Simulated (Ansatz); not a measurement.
We consider hcp Tc, described by LDA in Ansatz (plane waves, PAW).

Run with plane-wave cutoff 520 eV, 24×24×12 k mesh (along the axes of the cell as run), Fermi–Dirac smearing 0.05 eV, no spin polarisation, scalar-relativistic PAW data made under PBE.

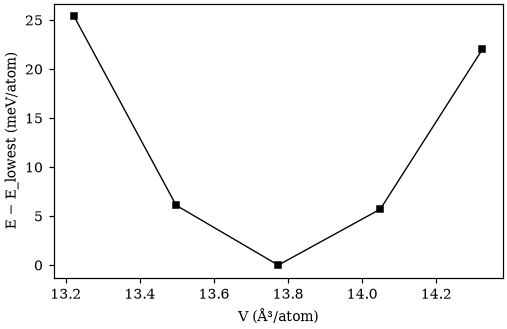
Fig. 1. Total energy against volume

Task: From the curve, estimate the equilibrium volume and the bulk modulus.

Result: V0 ≈ 13.8 Å³/atom and B0 ≈ 340 GPa; the fit gives V0 = 13.773 Å³/atom, B0 = 343 GPa, B′ = 4.4.

Shape and atoms are relaxed at each volume.

Measured, for comparison: bulk modulus 303 GPa (zero-point energy and finite temperature contributions removed; as tabulated in doi:10.1021/acs.jctc.3c00612). Computed less measured: bulk modulus +13 %.

Static lattice: no zero-point or thermal effects.

Ansatz is a program for electronic structure.
